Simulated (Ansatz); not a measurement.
One crystal and one scan (energy against volume) at two levels, PBE (plane waves to 420 eV, PAW, scalar-relativistic; Ansatz, a first-principles code) and r2SCAN (plane waves to 500 eV, PAW, scalar-relativistic; Ansatz), each from its own relaxed cell and on its own mesh. The cell shown is that of PBE.

InP (zinc blende)

```
CELL_PARAMETERS angstrom
      0.00000     2.97990     2.97990
      2.97990     0.00000     2.97990
      2.97990     2.97990     0.00000
ATOMIC_POSITIONS crystal
  P  0.75000 0.75000 0.75000
  In 0.00000 0.00000 0.00000
```

The volume is varied about the relaxed value V₀ at fixed cell shape. Symmetry pins the atoms to their sites.

The energy includes the smearing's −TS. InP was relaxed with its symmetry unable to fall. The PAW data are Ansatz's earlier set. Percentages come from the unrounded values. Both scans cover V/V₀ from 0.840 to 1.160.

```csv
quantity,PBE,r2SCAN,PBE − r2SCAN
Lattice constant a (Å),5.960,5.907,+0.053 (+0.9 %)
"Band gap of the relaxed cell, no spin-orbit coupling (eV)",0.44,1.02,-0.58 (-57 %)
Pressure at the smallest volume (GPa),15.5,17.6,-2.1 (-12 %)
Energy cost of the largest compression (meV/atom),174.4,193.5,-19.1 (-9.9 %)
Energy cost of the largest expansion (meV/atom),94.0,106.1,-12.1 (-11 %)
Bulk modulus B₀ (third-order Birch-Murnaghan fit) (GPa),59.1,67.9,-8.8 (-13 %)
Pressure derivative B₀′ (fit),4.7,4.5,+0.2 (+4 %)
Pressure for 5 % compression (fit) (GPa),3.4,3.9,-0.5 (-13 %)
```

PBE gives the higher value for: lattice constant a. PBE gives the lower value for: band gap of the relaxed cell, no spin-orbit coupling; pressure at the smallest volume; energy cost of the largest compression; energy cost of the largest expansion; bulk modulus B₀; pressure for 5 % compression. For the lattice constant a the reference is 5.858 Å (measured, corrected to the static lattice; as given in Daniel Mejia-Rodriguez, S. B. Trickey, Physical Review B (2018), arXiv:1807.09216): r2SCAN lies nearer. For the bulk modulus B₀ the reference is 72 GPa (measured, corrected to the static lattice; as given in Daniel Mejia-Rodriguez, S. B. Trickey, Physical Review B (2018), arXiv:1807.09216): r2SCAN lies nearer.  Neither level is exact: the differences show how much the result hangs on the functional.

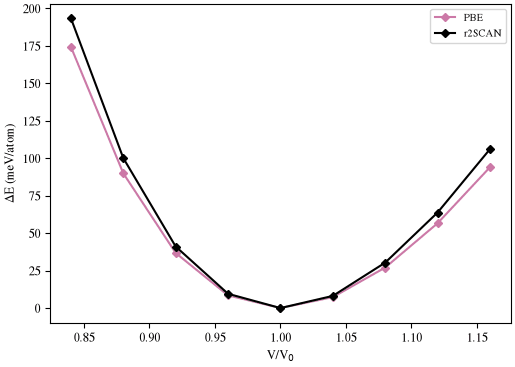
Figure. ΔE, each from the relaxed starting cell of its own level.

(A scan under strain: stresses follow from slopes of the energy per volume, elastic moduli from its curvatures.)
